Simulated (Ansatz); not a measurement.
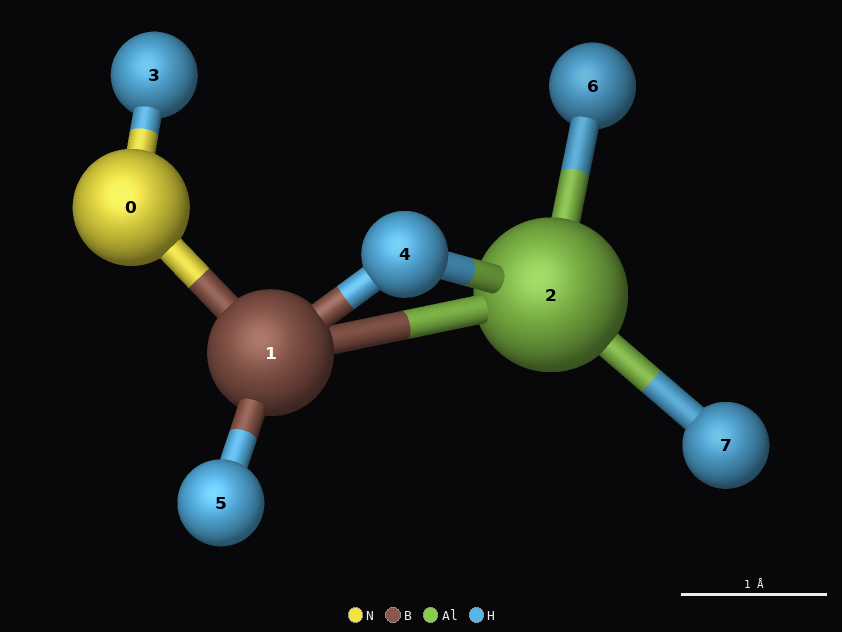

The structure as it stands in the input. Atoms are numbered from 0, in the order of the input.

The calculation was set up as follows.

```yaml
crystal:
  periodic: [false, false, false]
  atoms:
    - {symbol: N, position_ang: [-1.181410, 0.732493, -0.512884]}
    - {symbol: B, position_ang: [0.031232, 0.748723, 0.166444]}
    - {symbol: Al, position_ang: [1.106457, -1.088207, 0.400277]}
    - {symbol: H, position_ang: [-1.589914, -0.099986, -0.906124]}
    - {symbol: H, position_ang: [0.525822, -0.131794, -0.383620]}
    - {symbol: H, position_ang: [0.385562, 1.821769, 0.577523]}
    - {symbol: H, position_ang: [0.485529, -2.434257, -0.209028]}
    - {symbol: H, position_ang: [2.507499, -1.236038, 1.147104]}
basis:
  gaussian: {orbitals: def2-SVP}
hamiltonian: {xc: pbe, dispersion: d4}
relax: {f_tol: 0.03, max_steps: 250}
```

It was started with:

```sh
ansatz run in.yaml --threads 2 --pin off --events-out ev --progress --plain --max-ram 4352MiB
```

Output (its end):

```
mean field -8834.90591897 eV, -324.6768040078 hartree, gradient 1.6e-5 eV, S^2 0.000000; 1 other end points of the search recorded, 0 dependent functions left out
the calculation of the forces begins
reference -8834.90595895 eV, -324.6768054770 hartree; 15, 15 occupied and 56, 56 virtual orbitals, 809 factors
Total energy: -8835.02585030 eV, -324.6812114030 hartree
Atom 0 at    -0.686788    -0.051765     0.203017 Å, force     0.001561     0.000904    -0.000305 eV/Å
Atom 1 at     0.206878     0.908173    -0.222931 Å, force     0.000900    -0.005189     0.001328 eV/Å
Atom 2 at     0.677465    -1.323287     0.223886 Å, force    -0.001756     0.002269    -0.000256 eV/Å
Atom 3 at    -1.678191     0.113183     0.373207 Å, force     0.000824    -0.001121     0.000321 eV/Å
Atom 4 at     1.385433     0.426517    -0.355331 Å, force    -0.000643     0.000099    -0.000652 eV/Å
Atom 5 at     0.086508     2.085195    -0.486492 Å, force    -0.000635     0.003390    -0.000695 eV/Å
Atom 6 at     0.853913    -2.250638    -1.062694 Å, force     0.000170    -0.000333    -0.000936 eV/Å
Atom 7 at     1.425558    -1.594674     1.607031 Å, force    -0.000421    -0.000017     0.001195 eV/Å
Dipole moment:    -0.301044     0.114459     0.036007 e Å
```
